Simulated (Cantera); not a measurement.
Charge: 1 mol SiHCl3, 15 mol N2, held at 0.0133 bar.

Cantera equilibrium calculation (NASA polynomials, part measured and part estimated; ideal gas, pure solids and liquids). Candidate condensed phases: NH4Cl, Si, Si3N4; 28 gas species. N2 is the only nitrogen source here; it is nearly inert below about 1500 K, so the nitride shown seldom forms there in practice. The tables' values for SiCl3, SiCl are old estimates; treat these amounts as uncertain. Equilibrium is a limit: real reactors are often held back by kinetics, nucleation or transport.

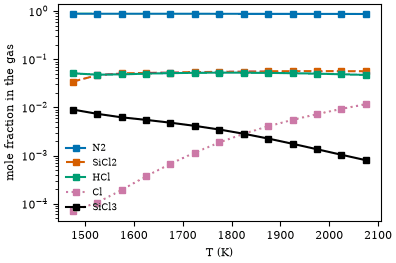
Figure. Equilibrium gas composition (values under 1e-9 drawn at 1e-9)

Task: Read off the mole fractions at 1925 K.

Result: N2 about 0.88, SiCl2 about 0.057, HCl about 0.051, Cl about 0.0055, SiCl3 about 0.0018.
